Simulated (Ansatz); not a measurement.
# ClH4NSi: ladder of basis sets from a Python script

How does the energy of ClH4NSi converge with the basis? Wanted for ClH4NSi: a ladder of basis sets. SMILES: N[SiH2]Cl.

All numbers are computed with the Python package of Ansatz 0.2.0. The levels of theory stand in the script.

## (1) Starting point

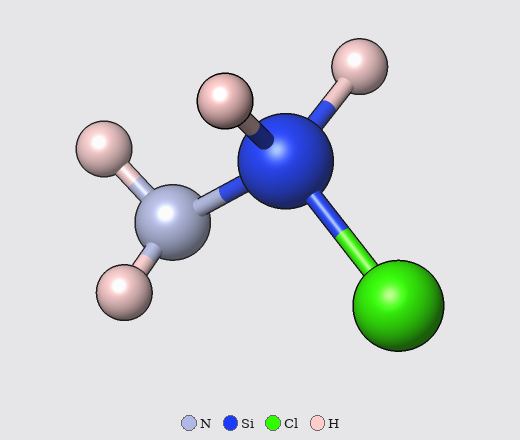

The starting structure, viewed from a chosen angle; nitrogen light blue, silicon blue, chlorine green, hydrogen pink.

clh4nsi.xyz, read by the script:

```xyz
7

N    -0.77960   -0.27930   -0.70210
Si    0.55910    0.00820    0.21990
Cl    0.58260   -1.36580    1.70570
H    -0.88680    0.57380   -1.33180
H    -1.63150   -0.26390   -0.11240
H     0.43720    1.37280    0.81490
H     1.78020   -0.11380   -0.63990
```

## (2) The script

Contents of basis_clh4nsi.py:

```python
"""Basis-set convergence for ClH4NSi."""

import warnings

import ansatz as az

warnings.simplefilter("ignore", az.DeckWarning)

clh4nsi = az.Crystal.molecule_from_extxyz("clh4nsi.xyz")

job = clh4nsi.calculation().correlation("mp2")

energies = {}
for basis in ["cc-pVDZ", "cc-pVTZ"]:
    rep = job.basis(gaussian=basis).run(threads=1, backend="cpu").report
    size = rep["n_frozen"] + rep["n_occupied"][0] + rep["n_virtual"][0]
    energies[basis] = (rep["reference_energy_ev"] / 27.211386246, rep["free_energy_ev"] / 27.211386246)
    print(f"{basis:14s} {size:4d} orbitals  reference {energies[basis][0]:14.6f} Ha  total {energies[basis][1]:14.6f} Ha")

# correlation energy at the basis limit from E(X) = E + A / X^3
small, large = (energies[b][1] - energies[b][0] for b in ("cc-pVDZ", "cc-pVTZ"))
limit = (3 ** 3 * large - 2 ** 3 * small) / (3 ** 3 - 2 ** 3)
print(f"correlation energy: {small:.6f} and {large:.6f} Ha, extrapolated {limit:.6f} Ha")
print(f"share caught by the larger set: {100 * large / limit:.1f} %")
```

## (3) The input behind the calls

The package turns the script's settings into the engine's input (first run):

```yaml
crystal:
  periodic: [false, false, false]
  atoms:
    - { symbol: "N", position_ang: [-0.7796, -0.2793, -0.7021] }
    - { symbol: Si, position_ang: [0.5591, 0.0082, 0.2199] }
    - { symbol: Cl, position_ang: [0.5826, -1.3658, 1.7057] }
    - { symbol: H, position_ang: [-0.8868, 0.5738, -1.3318] }
    - { symbol: H, position_ang: [-1.6315, -0.2639, -0.1124] }
    - { symbol: H, position_ang: [0.4372, 1.3728, 0.8149] }
    - { symbol: H, position_ang: [1.7802, -0.1138, -0.6399] }
basis:
  gaussian:
    orbitals: cc-pVDZ
correlation:
  method: mp2
```

## (4) The run

On the command line:

```console
$ python basis_clh4nsi.py
```

The log of the run:

```text
cc-pVDZ          70 orbitals  reference    -805.274376 Ha  total    -805.683056 Ha
cc-pVTZ         154 orbitals  reference    -805.335719 Ha  total    -805.867254 Ha
correlation energy: -0.408680 and -0.531535 Ha, extrapolated -0.583264 Ha
share caught by the larger set: 91.1 %
```

It took 3.7 s on 1 thread of Arm Neoverse V1, shared host; peak memory 0.31 GiB.

## (5) What changed from run to run

The engine's inputs for the other runs:

Run 2, against run 1:

```diff
@@ -13 +13 @@
-    orbitals: cc-pVDZ
+    orbitals: cc-pVTZ
```

## (6) The runs side by side

The 2 runs, in the order started:

```tsv
run	basis	energy (eV)	iterations in all	CPU time (s)
1	cc-pVDZ	-21923.7528	11	0.7
2	cc-pVTZ	-21928.7651	14	2.5
```

Correlation energies (total less mean field):

```tsv
basis	correlation (eV)	share of the last	miss against the last (eV)	CPU time (s)
cc-pVDZ	-11.121	76.9 %	+3.343	0.7
cc-pVTZ	-14.464	100.0 %	+0.000	2.5
```

## (7) Outcome

| quantity | value |
| --- | --- |
| extrapolated correlation energy | -0.583264 Ha |
| runs compared | 2 |
| correlation energy, last run | -14.464 eV |

In words: Against cc-pVDZ: cc-pVTZ -184.2 mHa. The last step alone is -184.20 mHa. From the first set to the last the time grows from 0.7 to 2.5 s. Caveats:
- The drop along the ladder measures the basis error, and is no property of the molecule.
- The geometry is a force-field or estimated start, not a minimum of this method, and the last set is no limit. Much of the fall in a total is atomic energy, which cancels in bond and reaction energies.
- Inner cores stay frozen, so this is valence correlation.
- For Al to Cl the sets with a tight d function, cc-pV(X+d)Z, are usual.
- An extrapolation from small basis sets is rough.
